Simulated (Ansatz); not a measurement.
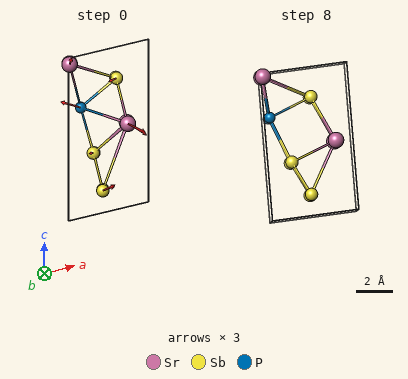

The structure of a crystal of Sr2Sb3P (built on the Er2CuSi3-44 type type) before (left) and after (right) a relaxation, at one scale. The red arrows give the displacements (the part carried along by the change of the cell is left out), magnified 3 times.

Style: ball-and-stick. Shown: the cell of the calculation, reduced to other axes, along the b axis. Lengths and directions refer to the drawn axes.

Case: shaken.

Computed with DFT, PBEsol, plane waves, PAW in Ansatz 0.2.0.

The input:
```yaml
crystal:
  lattice:
    - [-2.2643768886, 2.3035194967, 9.010797627]
    - [4.220906754, -4.9639128847, 18.0427500158]
    - [2.159718027, 2.3878320521, -9.0579746672]
  atoms:
    - { symbol: Sr, position: [0.2504270509, 0.3852115302, 0.5001029487] }
    - { symbol: Sr, position: [-0.026123528, -0.008922935, -0.0042567626] }
    - { symbol: Sb, position: [0.4034367675, 0.2032401227, -0.0032562887] }
    - { symbol: Sb, position: [0.6992158075, 0.0976128621, 0.5120783379] }
    - { symbol: Sb, position: [0.5713198371, 0.287001757, 0.0036939404] }
    - { symbol: P, position: [0.8326034654, 0.1712172314, 0.4942466085] }
    - { symbol: Sr, position: [0.2524034169, 0.8772750242, 0.4968702826] }
    - { symbol: Sr, position: [-0.0203897243, 0.4880677089, -0.0102770455] }
    - { symbol: Sb, position: [0.4069324913, 0.7055259778, 0.0106269914] }
    - { symbol: Sb, position: [0.6901745332, 0.5967216244, 0.5027330572] }
    - { symbol: Sb, position: [0.5637983653, 0.7864433472, 0.001403426] }
    - { symbol: P, position: [0.8311762023, 0.6718589702, 0.4962065106] }
kpoints:
  mp_grid: { grid: [6, 6, 6] }
hamiltonian:
  xc: pbesol
scf:
  occupations: { method: fermi_dirac, width: 0.05 }
relax:
  f_tol: 0.01
  cell: {}
  max_steps: 120
```

Question: What changed between the two?

Answer: The run was cut off at its time limit before the relaxation converged, so the last structure is only a point on the way. After 8 geometry steps the energy has fallen by 20.4 meV per atom. Largest force component: 0.24 eV/Å at the start, 0.32 eV/Å at the end. Pressure: 0.26 GPa at the start and −0.03 GPa at the end. The atom that moves furthest relative to the cell is Sr1 (0.46 Å roughly along [3 1 −2]). By element the largest moves are Sr 0.46 Å, P 0.40 Å, Sb 0.27 Å. The drawn cell changes at constant volume: a 4.693 → 4.964 Å (+5.8 %), b 8.543 → 8.602 Å (+0.7 %), c 9.572 → 8.742 Å (−8.7 %), α 75.5° → 75.7°, β 76.3° → 86.7°, γ 87.5° → 89.7°. Some distances before and after: Sr7–P12 3.496 → 4.506 Å, Sr1–P6 3.470 → 4.478 Å, Sr1–P12 3.524 → 4.503 Å, P6–Sr7 3.617 → 4.515 Å. The space group stays P1 (No. 1). The run took 8 min on 1 × NVIDIA H100 80GB HBM3 with 2 threads of AMD EPYC 7R13 Processor (Zen 3) (shared host), peak memory 1.4 GiB.
